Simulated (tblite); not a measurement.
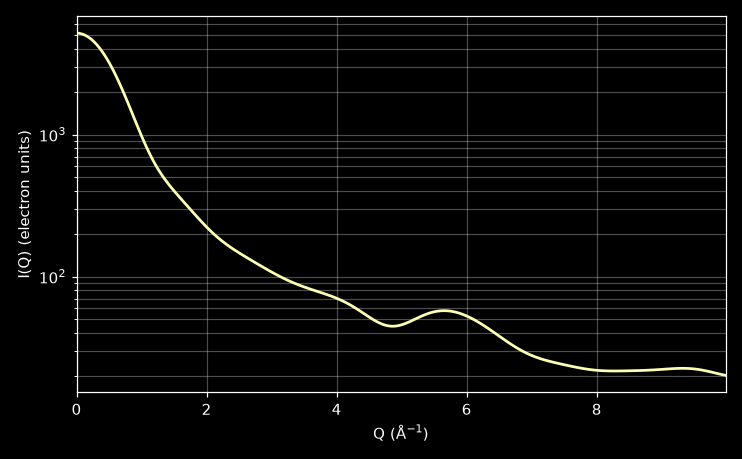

Elastic X-ray scattering of a randomly oriented, rigid molecule, calculated with the Debye equation from neutral-atom form factors (independent atoms, no Compton part, no vibration). The geometry is the end point of an optimisation (tblite, GFN2-xTB geometry optimisation, gas phase); it may be a saddle point or a higher isomer. It contains C, F, N, H.

Q: How many electrons does the independent-atom model of the molecule hold?

A: I(0) is the square of the electron number: I(0) = 5180, so about 72 electrons, the count of C7H7FN2.

Q: What radius of gyration does the initial fall-off give?

A: From I(Q) ≈ I(0) exp(−Q²R²/3) at small Q, R ≈ 2.42 Å. It is larger than the electron-weighted radius of the nuclear positions alone (2.29 Å), because each atom's electron cloud adds to it.
